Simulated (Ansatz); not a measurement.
# TiO2 (P2_1/c): how G0W0 depends on its starting point

Aim: G0W0 for TiO2 (P2_1/c) on several starting functionals, at one mesh, band count and screening cutoff.

Method: G0W0 on several functionals, plane waves, PAW, in Ansatz 0.2.0.

In doubt: masses and optical values from hybrid runs of this build are listed as unsure (step 4), which bears on the screening that GW takes from such a start.

## Step 1: Starting point

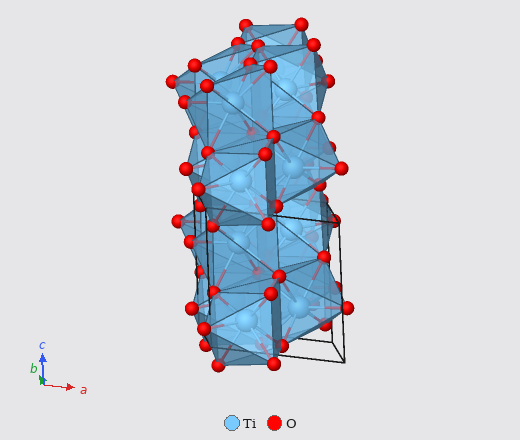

Start, viewed slightly off an axis; titanium blue, oxygen red. 1×2×2 cells are drawn. Some periodic images of atoms are drawn too.

Coordinates:

```cif
data_structure
_symmetry_space_group_name_H-M 'P 1'
_symmetry_Int_Tables_number 1
_cell_length_a 4.8127
_cell_length_b 4.8719
_cell_length_c 5.0410
_cell_angle_alpha 90.000
_cell_angle_beta 99.856
_cell_angle_gamma 90.000
_cell_volume 116.45
loop_
_atom_site_label
_atom_site_type_symbol
_atom_site_fract_x
_atom_site_fract_y
_atom_site_fract_z
_atom_site_occupancy
Ti1 Ti 0.27744 0.44719 0.71315 1
Ti2 Ti 0.72256 0.94719 0.78685 1
Ti3 Ti 0.72256 0.55281 0.28685 1
Ti4 Ti 0.27744 0.05281 0.21315 1
O5 O 0.44536 0.74237 0.96677 1
O6 O 0.55464 0.24237 0.53323 1
O7 O 0.55464 0.25763 0.03323 1
O8 O 0.44536 0.75763 0.46677 1
O9 O 0.06384 0.32303 0.35156 1
O10 O 0.93616 0.82303 0.14844 1
O11 O 0.93616 0.67697 0.64844 1
O12 O 0.06384 0.17697 0.85156 1
```

The cell and positions are those that the Materials Project relaxed with its own functionals (PBE, PBE+U or r2SCAN), kept fixed. This is not the form that TiO2 usually takes at ambient conditions.

## Step 2: G0W0 on LDA

Now the one-shot GW correction: screening in the RPA, then the self-energy of the levels asked for. This step takes PAW set soft_1 files.

This step: G0W0 on LDA, plane waves, PAW; PAW set soft_1.

Contents of input.yaml:

```yaml
crystal:
  lattice:
    - [4.8126997814, 0.0, 0.0]
    - [0.0, 4.87188446, 0.0]
    - [-0.8628854487, 0.0, 4.9665942755]
  atoms:
    - { symbol: Ti, position: [0.27743526, 0.44719164, 0.71314827] }
    - { symbol: Ti, position: [0.72256474, 0.94719164, 0.78685173] }
    - { symbol: Ti, position: [0.72256474, 0.55280836, 0.28685173] }
    - { symbol: Ti, position: [0.27743526, 0.05280836, 0.21314827] }
    - { symbol: O, position: [0.44536099, 0.74236826, 0.96677186] }
    - { symbol: O, position: [0.55463901, 0.24236826, 0.53322814] }
    - { symbol: O, position: [0.55463901, 0.25763174, 0.03322814] }
    - { symbol: O, position: [0.44536099, 0.75763174, 0.46677186] }
    - { symbol: O, position: [0.06383822, 0.32303448, 0.35155674] }
    - { symbol: O, position: [0.93616178, 0.82303448, 0.14844326] }
    - { symbol: O, position: [0.93616178, 0.67696552, 0.64844326] }
    - { symbol: O, position: [0.06383822, 0.17696552, 0.85155674] }
kpoints:
  mp_grid: { grid: [2, 2, 2] }
hamiltonian:
  xc: lda
  pseudopotentials: { kind: paw, azcp: { folder: soft_1 }, xc_functional: pbe }
scf:
  occupations: { method: fixed }
gw:
  n_empty_bands: 264
  ecut_chi: 100
  qp_bands: [v4, c4]
  qp_kpoints: band_edges
  screening: { model: contour_deformation }
```

Command:

```sh
ansatz run input.yaml --threads 2 --pin off --max-ram 92160MiB --backend cuda --events-out ev --progress --plain --runs-dir out --devices 1 --max-vram 13GiB
```

Numbers of over 12 decimals in the logs are rounded to 6 here.

Log:

```text
GPUs: using 1 of 1 available (devices: 1).
Engine: ansatz 0.2.0, x86_64-unknown-linux-gnu
Pseudopotentials: kind: paw
Pseudopotential: Ti, paw, valence charge 12, recommended cutoff 420 eV (normal), soft_1/Ti.paw.azcp
Pseudopotential: O, paw, valence charge 6, recommended cutoff 420 eV (normal), soft_1/O.paw.azcp
Functional definition: SPW92
  exchange = slater_x
  correlation = pw_c
device memory: the entry about to start is reckoned to put 1.7 GiB on a device that reports 43.7 GiB free (of which the cap on the GPU budget leaves the run 13.0 GiB)
GPU FFT provider: cuFFT
GPU libraries: cuBLAS 13.8.2, cuFFT 12.4.0, cuSOLVER 12.3.4
Crystal: 12 atoms, lattice volume = 116.451 Å³
Basis set: ecut = 420 eV, 2283 PW (Γ)
Bands: 60, of which v1, the nominal top of the filled ones, is band 48 counted from 1 (47 counted from 0)
Symmetry: 4 space group operations
Space group: P21/c (ITA 14), of the structure as read, at distance tolerance 4.9e-5 Å
k-points: 8
Non-local potential: Ti, projectors of the file, l = 0: 3, l = 1: 2, l = 2: 3, l = 3: 1
Non-local potential: O, projectors of the file, l = 0: 2, l = 1: 2, l = 2: 1
PAW form: soft (Blöchl's): semilocal exchange-correlation on the pseudo side does not see the compensation charge
PAW frozen core: Ti, regenerated for the run's functional, and the local potential with it (the file was generated under x = pbe(κ = 0.804, μ = 0.219515), c = pbe(β = 0.066725))
PAW frozen core: O, regenerated for the run's functional, and the local potential with it (the file was generated under x = pbe(κ = 0.804, μ = 0.219515), c = pbe(β = 0.066725))
PAW one-centre angular grid: Ti, 590 points (default); XC on 64 Gauss nodes
PAW one-centre angular grid: O, 110 points (default); XC on 64 Gauss nodes
Initial density: superposition of atomic densities (chi_scale 0.1, normalization cell, long waves kept (reshape's long-wave potential 0.02 eV rms))
Initial wavefunctions: pseudopotential atomic-orbital guess
GPU buffer pool allocated for 46656 grid points (all kernels)
GPU transforms: local potential and band sums: pruned to the plane-wave sphere, on 36×36×36
Functional: x = slater, c = lda
SCF iter   1: F=—  HF=-14261.187107 eV  |F-HF|=—  |Δ(HF+E_count)|=         —  Δρ=5.13e-2  dr2=2.76e0  ethr=3.10e-3  ⟨swp⟩=3.5  Hψ=1400  notcnv=0  defer=46
preconditioner: auto → Resta (q_TF=auto, 2.642 Å⁻¹)  ε∞=8.8  [insulator: Δε(μ)=2.172 eV  Ē_g=9.838 eV  n_scr=30 (ndim 8)  ℏωp=27.5 eV  f_vac=0.000  ε∞_Penn≈8.8]
SCF iter   2: F=—  HF=-14261.006188 eV  |F-HF|=—  |Δ(HF+E_count)|=   1.81e-1  Δρ=3.10e-2  dr2=9.69e-1  ethr=2.87e-3  ⟨swp⟩=2.0  Hψ=581  notcnv=0  defer=67
SCF iter   3: F=—  HF=-14260.935726 eV  |F-HF|=—  |Δ(HF+E_count)|=   7.05e-2  Δρ=2.56e-2  dr2=7.94e-1  ethr=1.01e-3  ⟨swp⟩=2.0  Hψ=660  notcnv=0  defer=68
SCF iter   4: F=—  HF=-14260.787078 eV  |F-HF|=—  |Δ(HF+E_count)|=   1.49e-1  Δρ=4.84e-3  dr2=2.86e-2  ethr=8.27e-4  ⟨swp⟩=2.1  Hψ=697  notcnv=0  defer=60
SCF iter   5: F=—  HF=-14260.788637 eV  |F-HF|=—  |Δ(HF+E_count)|=   1.56e-3  Δρ=1.76e-3  dr2=3.84e-3  ethr=2.98e-5  ⟨swp⟩=2.9  Hψ=689  notcnv=0  defer=80
SCF iter   6: F=—  HF=-14260.788718 eV  |F-HF|=—  |Δ(HF+E_count)|=   8.15e-5  Δρ=9.65e-4  dr2=1.03e-3  ethr=4.00e-6  ⟨swp⟩=2.0  Hψ=704  notcnv=0  defer=80
SCF iter   7: F=—  HF=-14260.788568 eV  |F-HF|=—  |Δ(HF+E_count)|=   1.50e-4  Δρ=3.06e-4  dr2=9.09e-5  ethr=1.07e-6  ⟨swp⟩=2.0  Hψ=635  notcnv=0  defer=49
SCF iter   8: F=—  HF=-14260.788567 eV  |F-HF|=—  |Δ(HF+E_count)|=   6.49e-7  Δρ=4.52e-5  dr2=2.71e-6  ethr=9.47e-8  ⟨swp⟩=2.0  Hψ=672  notcnv=0  defer=45
SCF iter   9: F=—  HF=-14260.788567 eV  |F-HF|=—  |Δ(HF+E_count)|=   9.01e-8  Δρ=1.41e-5  dr2=2.29e-7  ethr=2.82e-9  ⟨swp⟩=2.8  Hψ=796  notcnv=0  defer=45
SCF iter  10: F=-14260.788567 eV  HF=-14260.788567 eV  |F-HF|=1.90e-9  |Δ(HF+E_count)|=   2.54e-8  Δρ=3.14e-6  dr2=1.26e-8  ethr=1.04e-10  ⟨swp⟩=9.4  Hψ=1493  notcnv=0
SCF 1 converged in 10 iterations: F = -14260.788567 eV  dr2 = 1.26e-8
  greatest PAW one-centre occupation: 0.998 electrons in one spin orbital (limit 2), on the Ti atom at site 3 (counted from 0), in its partial waves of l = 0
device memory: the entry about to start is reckoned to put 2.1 GiB on a device that reports 49.4 GiB free (of which the cap on the GPU budget leaves the run 13.0 GiB)
NSCF: frozen V_eff on 8 k-points
the band table was solved once the SCF had ended and its energy, with any forces and stress, was formed, with the checks that follow a solve (1733 applications of the Hamiltonian). They found nothing against the state; the energy, forces and stress were not computed again (output.eigenvalues in the input reference)
device memory: the entry about to start is reckoned to put 2.9 GiB on a device that reports 49.9 GiB free (of which the cap on the GPU budget leaves the run 13.0 GiB)
NSCF: frozen V_eff on 8 k-points
G₀W₀ screening: q 1/8
[... further progress lines ...]
device memory: the entry about to start is reckoned to put 0.7 GiB on a device that reports 43.6 GiB free (of which the cap on the GPU budget leaves the run 13.0 GiB)
NSCF: frozen V_eff on 1 k-points
device memory: the entry about to start is reckoned to put 0.7 GiB on a device that reports 43.6 GiB free (of which the cap on the GPU budget leaves the run 13.0 GiB)
NSCF: frozen V_eff on 1 k-points
SCF converged after 10 iterations
Free energy (F): -14260.788567 eV
Harris-Foulkes:  -14260.788567 eV  (|F-HF|=1.90e-9)
Internal energy: -14260.788567 eV  (E = F + TS)
E sigma→0 (E₀):  -14260.788567 eV
Fermi energy:    9.802757 eV
--- Per-component energies (eV) ---
  E_band       = -691.286674
  E_kinetic    = 2455.142338
  E_local      = -5931.139224  (includes V_loc(G=0)·N_el)
  E_nonlocal   = 679.233249
  E_hartree    = 2225.418936
  E_xc         = -1027.131036
  E_vxc        = -1308.779891  (∫ρ·V_xc dr)
  E_paw        = -5177.872729  (= ΣΔE_a)
  E_vpaw       = -1036.585313  (= ΣTr[D̂ρ^β])
  E_aug_tail   = 0.006058  (compensation charges beyond the density's cutoff)
  E_ewald      = -7486.525333
  E_core_change = 2.079174  (= ΣΔE_core)
  E_smearing   = -0.000000  (= −TS)
  E_closure    = 0.000000  (closes the sum)
  Σ components = -14260.788567   (vs F -14260.788567, Δ=0.00e0)
--- Band table (eV; the first three rows and the last of 8) ---
  k-point 0: bands = [... 44 lower, 9.1349, 9.2435, 9.7987, 9.8028, 12.1628, 12.2652, 12.6416, 12.7515, ... 8 higher]
  k-point 1: bands = [... 44 lower, 8.7151, 8.7151, 9.3900, 9.3900, 12.3760, 12.3760, 12.5926, 12.5926, ... 8 higher]
  k-point 2: bands = [... 44 lower, 8.8575, 8.8575, 9.4315, 9.4315, 12.5581, 12.5581, 12.9204, 12.9204, ... 8 higher]
  k-point 7: bands = [... 44 lower, 8.6091, 8.6091, 8.8761, 8.8761, 12.2740, 12.2740, 12.6294, 12.6294, ... 8 higher]
--- G₀W₀: contour deformation, 6 samples at zero and on the imaginary axis and 1 off it, 8 q-points, 264 empty bands' worth ---
  eigenvalues of the whole cell's RPA ε∞ on this k-mesh (on a slab, of 1 + 4πα/V) = 7.1877, 8.2334, 8.2644; static W/v taken at q = 0 is 0.126614
  gw.qp_kpoints: band_edges: 8 of 8 stored k-points solved, in 1 pass; an edge of the gap read off the rows below is read off those points alone
    ik  band        ε_KS         Σx   Σc(E_QP)       V_xc       Z   E_QP_lin       E_QP  E_QP is
     0    45      9.1349   -25.6124     4.4176   -21.3142  0.7201     9.2541     9.2544  root
     0    46      9.2435   -25.7520     4.2910   -21.6246  0.7217     9.4066     9.4071  root
     0    47      9.7987   -25.8478     4.7327   -21.2059  0.7130     9.8894     9.8896  root
     0    48      9.8028   -26.4827     4.6927   -21.9103  0.7253     9.9228     9.9231  root
     0    49     12.1628   -13.1165    -7.4754   -22.2213  0.7170    13.8678    13.7922  root
     0    50     12.2652   -13.3606    -6.8579   -21.7786  0.7219    13.8899    13.8254  root
     0    51     12.6416   -13.3192    -7.7941   -22.7333  0.7044    14.3475    14.2615  root
     0    52     12.7515   -13.7742    -7.6035   -22.9758  0.7021    14.4347    14.3496  root
     1    45      8.7151   -25.2637     4.6399   -20.7095  0.7104     8.8008     8.8010  root
     1    46      8.7151   -25.2637     4.6399   -20.7095  0.7104     8.8008     8.8010  root
     1    47      9.3900   -25.9045     4.6679   -21.3254  0.7193     9.4786     9.4788  root
     1    48      9.3900   -25.9045     4.6679   -21.3254  0.7193     9.4786     9.4788  root
     1    49     12.3760   -13.4793    -7.4853   -22.5762  0.7106    14.0667    13.9876  root
     1    50     12.3760   -13.4793    -7.4853   -22.5762  0.7106    14.0667    13.9876  root
     1    51     12.5926   -14.1962    -6.7313   -22.4709  0.7137    14.2034    14.1361  root
     1    52     12.5926   -14.1962    -6.7313   -22.4709  0.7137    14.2034    14.1361  root
     2    45      8.8575   -25.4033     4.4184   -21.1186  0.7121     8.9908     8.9912  root
     2    46      8.8575   -25.4033     4.4184   -21.1186  0.7121     8.9908     8.9912  root
     2    47      9.4315   -26.2607     4.7011   -21.6661  0.7208     9.5378     9.5380  root
     2    48      9.4315   -26.2607     4.7011   -21.6661  0.7208     9.5378     9.5380  root
     2    49     12.5581   -13.4740    -7.3375   -22.3835  0.7098    14.2050    14.1301  root
     2    50     12.5581   -13.4740    -7.3375   -22.3835  0.7098    14.2050    14.1301  root
     2    51     12.9204   -13.9997    -7.4276   -23.0271  0.7052    14.6032    14.5201  root
     2    52     12.9204   -13.9997    -7.4276   -23.0271  0.7052    14.6032    14.5201  root
[...]
7    45      8.6091   -25.5117     4.6027   -20.9771  0.7175     8.6772     8.6773  root
     7    46      8.6091   -25.5117     4.6027   -20.9771  0.7175     8.6772     8.6773  root
     7    47      8.8761   -25.6588     4.6578   -21.0762  0.7163     8.9512     8.9514  root
     7    48      8.8761   -25.6588     4.6578   -21.0762  0.7163     8.9512     8.9514  root
     7    49     12.2740   -13.5400    -6.7936   -21.8673  0.7194    13.8709    13.8077  root
     7    50     12.2740   -13.5400    -6.7936   -21.8673  0.7194    13.8709    13.8077  root
     7    51     12.6294   -13.7190    -7.3164   -22.6343  0.7104    14.3058    14.2282  root
     7    52     12.6294   -13.7190    -7.3164   -22.6343  0.7104    14.3058    14.2282  root
```

Run time: 9.8 s. Hardware: 1 × NVIDIA H100 80GB HBM3 (shared by 6 runs) with 2 threads of AMD EPYC 7R13 (Zen 3), shared host; peak memory 1.2 GiB.

This step gave:

```
bands summed                                 : 312
RPA ε∞ on this mesh (eigenvalues)            : 7.188, 8.233, 8.264
plane waves in the screening matrix          : 261
q-points in the mesh                         : 8
G0W0 gap on the mesh                         : 3.637 eV
k of the valence top                         : 0, 0, 0
k of the conduction bottom                   : -0.5, 0, 0
starting gap on the mesh                     : 2.206 eV
Z at the valence top                         : 0.7253
Z at the conduction bottom                   : 0.7237
least direct G0W0 gap on the computed points : 3.738 eV
```

The gap on the mesh goes from 2.21 eV to 3.64 eV, a correction of +1.43 eV. Between the two edge states, bare exchange in place of the xc potential would open the gap by 13.00 eV, and correlation takes back 11.57 eV.

## Step 3: G0W0 on r2SCAN

The same correction from a different start measures what one shot leaves open.

This step: G0W0 on r2SCAN, plane waves, PAW; PAW set soft_1.

Edit input.yaml of step 2 so:

```diff
@@ -21,4 +21,4 @@
 hamiltonian:
-  xc: lda
-  pseudopotentials: { kind: paw, azcp: { folder: soft_1 }, xc_functional: pbe }
+  xc: r2scan
+  pseudopotentials: { kind: paw, azcp: { folder: soft_1 } }
 scf:
```

Log:

```text
GPUs: using 1 of 1 available (devices: 1).
[...]
GPU FFT provider: cuFFT
GPU libraries: cuBLAS 13.8.2, cuFFT 12.4.0, cuSOLVER 12.3.4
Crystal: 12 atoms, lattice volume = 116.451 Å³
Basis set: ecut = 500 eV, 2955 PW (Γ), exchange–correlation on 144×144×160 points (64 copies of the dense FFT grid, shifted against one another)
Bands: 60, of which v1, the nominal top of the filled ones, is band 48 counted from 1 (47 counted from 0)
Symmetry: 4 space group operations
[...]
k-points: 8
[...]
GPU buffer pool allocated for 51840 grid points (all kernels)
[...]
SCF iter   1: F=—  HF=-14584.287197 eV  |F-HF|=—  |Δ(HF+E_count)|=         —  Δρ=7.92e-2  dr2=7.36e0  dr2_τ=1.35e0  ethr=3.10e-3  ⟨swp⟩=3.5  Hψ=1423  notcnv=0  defer=45
[...]
SCF iter  10: F=-14584.805168 eV  HF=-14584.805168 eV  |F-HF|=4.47e-10  |Δ(HF+E_count)|=   9.79e-9  Δρ=1.73e-6  dr2=4.04e-9  dr2_τ=1.57e-10  ethr=1.04e-10  ⟨swp⟩=9.1  Hψ=1503  notcnv=0
SCF 1 converged in 10 iterations: F = -14584.805168 eV  dr2 = 4.04e-9
[...]
NSCF: frozen V_eff on 8 k-points
[...]
G₀W₀ screening: q 1/8
[... further progress lines ...]
[...]
SCF converged after 10 iterations
Free energy (F): -14584.805168 eV
[...]
Internal energy: -14584.805168 eV  (E = F + TS)
E sigma→0 (E₀):  -14584.805168 eV
Fermi energy:    9.849344 eV
[...]
--- Band table (eV; the first three rows and the last of 8) ---
  k-point 0: bands = [... 44 lower, 9.1871, 9.2864, 9.8452, 9.8493, 12.6642, 12.7438, 13.1283, 13.2305, ... 8 higher]
  k-point 1: bands = [... 44 lower, 8.7704, 8.7704, 9.4302, 9.4302, 12.8645, 12.8645, 13.0403, 13.0403, ... 8 higher]
  k-point 2: bands = [... 44 lower, 8.9059, 8.9059, 9.4661, 9.4661, 13.0501, 13.0501, 13.3731, 13.3731, ... 8 higher]
  k-point 7: bands = [... 44 lower, 8.6496, 8.6496, 8.9250, 8.9250, 12.7590, 12.7590, 13.1016, 13.1016, ... 8 higher]
[...]
0    45      9.1871   -25.8073     4.4620   -21.5520  0.7323     9.3931     9.3938  root
     0    46      9.2864   -25.9328     4.3283   -21.8609  0.7341     9.5418     9.5428  root
     0    47      9.8452   -26.6271     4.6730   -22.2179  0.7379    10.1080    10.1091  root
     0    48      9.8493   -26.0801     4.7717   -21.5416  0.7261    10.0817    10.0826  root
     0    49     12.6642   -13.0069    -7.2554   -21.4824  0.7253    13.9167    13.8842  root
     0    50     12.7438   -13.2691    -6.7130   -21.1717  0.7299    13.9628    13.9335  root
     0    51     13.1283   -13.2142    -7.5430   -21.9906  0.7135    14.3992    14.3617  root
     0    52     13.2305   -13.6380    -7.3438   -22.2139  0.7122    14.5005    14.4627  root
[...]
7    49     12.7590   -13.3469    -6.6969   -21.2261  0.7278    13.9707    13.9413  root
     7    50     12.7590   -13.3469    -6.6969   -21.2261  0.7278    13.9707    13.9413  root
     7    51     13.1016   -13.5764    -7.1261   -21.9404  0.7195    14.3749    14.3395  root
     7    52     13.1016   -13.5764    -7.1261   -21.9404  0.7195    14.3749    14.3395  root
```

Elapsed: 11 s, on 1 × NVIDIA H100 80GB HBM3 (shared by 6 runs) with 2 threads; peak memory 1.4 GiB.

This step gave:

```
bands summed                                 : 312
RPA ε∞ on this mesh (eigenvalues)            : 6.266, 6.991, 7.004
plane waves in the screening matrix          : 261
q-points in the mesh                         : 8
G0W0 gap on the mesh                         : 3.570 eV
k of the valence top                         : 0, 0, 0
k of the conduction bottom                   : -0.5, 0, 0
starting gap on the mesh                     : 2.660 eV
Z at the valence top                         : 0.7379
Z at the conduction bottom                   : 0.7317
least direct G0W0 gap on the computed points : 3.661 eV
```

Against the run with 2×2×2 mesh, 264 empty bands, screening to 100 eV, PAW set soft_1 files on LDA, the gap moves by −0.07 eV, while the start moved by +0.45 eV.

## Step 4: G0W0 on HSE06

This step: G0W0 on HSE06, plane waves, PAW; PAW set soft_1.

Edit input.yaml of step 3 so:

```diff
@@ -21,3 +21,3 @@
 hamiltonian:
-  xc: r2scan
+  xc: hse06
   pseudopotentials: { kind: paw, azcp: { folder: soft_1 } }
```

Log:

```text
exact exchange: scf.exx.singularity resolves to wigner_seitz, which cuts the screened interaction at the faces of the exchange supercell's Wigner-Seitz cell, so that each pair interacts once, at the shortest of its separations (the periodic images that this leaves out come, for a point-like exchange hole, to about 0.009 eV on a filled level). The cut falls within the interaction's reach, and what an exchange supercel [...]
GPUs: using 1 of 1 available (devices: 1).
[...]
0    51     13.8034   -12.7943    -6.9955   -20.5040  0.7488    14.5256    14.5176  root
     0    52     13.8682   -13.3177    -6.5833   -20.6473  0.7516    14.6230    14.6146  root
[...]
7    49     13.3336   -12.7803    -6.2697   -19.7665  0.7624    14.0571    14.0501  root
     7    50     13.3336   -12.7803    -6.2697   -19.7665  0.7624    14.0571    14.0501  root
     7    51     13.7192   -13.1004    -6.5909   -20.4423  0.7555    14.4785    14.4702  root
     7    52     13.7192   -13.1004    -6.5909   -20.4423  0.7555    14.4785    14.4702  root
[key lines of the parts left out:]
Free energy (F): -14551.111341 eV
Fermi energy:    9.240491 eV
```

Run time: 30 s. Hardware: 1 × NVIDIA H100 80GB HBM3 (shared by 6 runs) with 2 threads; peak memory 1.5 GiB; 36 s of CPU time.

This step gave:

* bands summed: 312
* RPA ε∞ on this mesh (eigenvalues): 5.092, 5.513, 5.513
* plane waves in the screening matrix: 261
* G0W0 gap on the mesh: 3.934 eV
* k of the valence top: 0, 0, 0
* k of the conduction bottom: -0.5, 0, 0
* starting gap on the mesh: 3.809 eV
* least direct G0W0 gap on the computed points: 4.022 eV

Against the run with 2×2×2 mesh, 264 empty bands, screening to 100 eV, PAW set soft_1 files on r2SCAN, the gap moves by +0.36 eV, while the start moved by +1.15 eV.

(Part 1 of 2 ends here.)

[Paths, hosts, dates, memory and timing lines, banners, echoed tables and standing remarks are left out of the program output.]

[Logs are printed without paths, hosts, clocks, repeated set-up lines and the standing remarks that a program may print on its own settings, such as how far it seeks lower states.]

[Runs of the session that timed out or met a known fault of the program may be left out.]

[Cells called generated may have been cut or substituted from an entry of the Crystallography Open Database or the Materials Project.]

[Hosts, paths, dates, database ids (printed as entryN), source tags and the programs' standing remarks are cut or masked in the printed files.]
